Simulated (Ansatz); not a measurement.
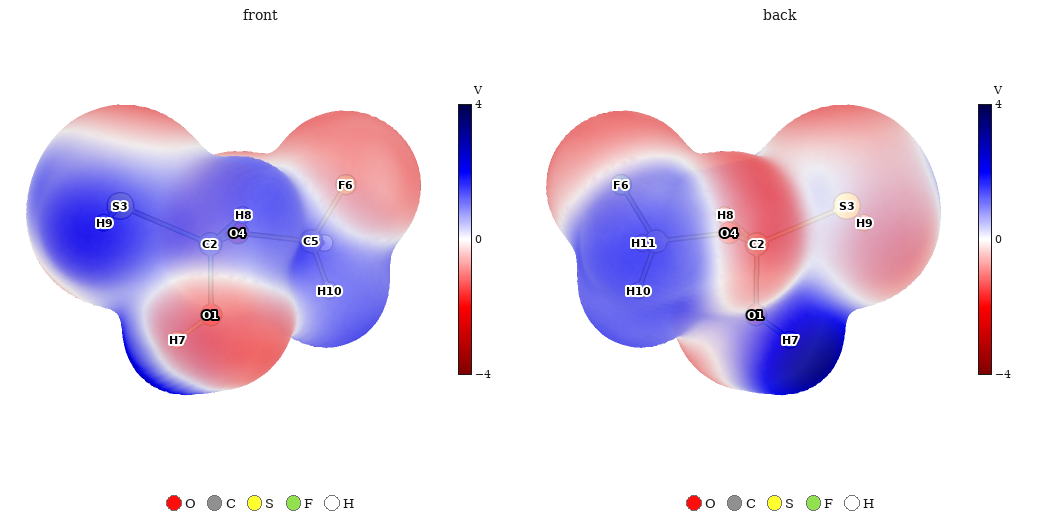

Figure 1: C$_{2}$H$_{5}$FO$_{2}$S. The electrostatic potential painted on the density surface at 0.004 e/bohr³, seen from the front and from behind; the colour scale runs from red (negative) to blue (positive).

Computed with RKS PBE0-D4/def2-SVP (Ansatz 0.2.0).

Input file:

```
crystal:
  periodic: [false, false, false]
  atoms:
    - { symbol: O, position_ang: [0.1167, -1.1332, -1.0814] }
    - { symbol: C, position_ang: [0.0487, -0.5916, 0.2269] }
    - { symbol: S, position_ang: [-0.6341, -1.8721, 1.3026] }
    - { symbol: O, position_ang: [-0.6865, 0.5749, 0.2796] }
    - { symbol: C, position_ang: [-0.0946, 1.6684, -0.3035] }
    - { symbol: F, position_ang: [0.9792, 1.9746, 0.4898] }
    - { symbol: H, position_ang: [-0.6849, -1.6663, -1.1123] }
    - { symbol: H, position_ang: [1.117, -0.3536, 0.5357] }
    - { symbol: H, position_ang: [0.4473, -2.6839, 1.2222] }
    - { symbol: H, position_ang: [0.2333, 1.4868, -1.2892] }
    - { symbol: H, position_ang: [-0.7768, 2.539, -0.2497] }
basis:
  gaussian: { orbitals: def2-SVP }
hamiltonian:
  xc: pbe0
  dispersion: d4
relax:
  f_tol: 0.02
  max_steps: 50
output:
  orbitals: {}
```

Run with:

```sh
ansatz run input.yaml --threads 2 --pin off --max-ram 3072MiB --backend cpu --events-out ev --progress --plain --runs-dir out
```

The fields are those of the relaxed geometry.

> Where is the surface potential most negative and most positive?

The most negative region (about −1.3 V) lies over O1 and O4, the most positive (about +3.2 V) over H7.
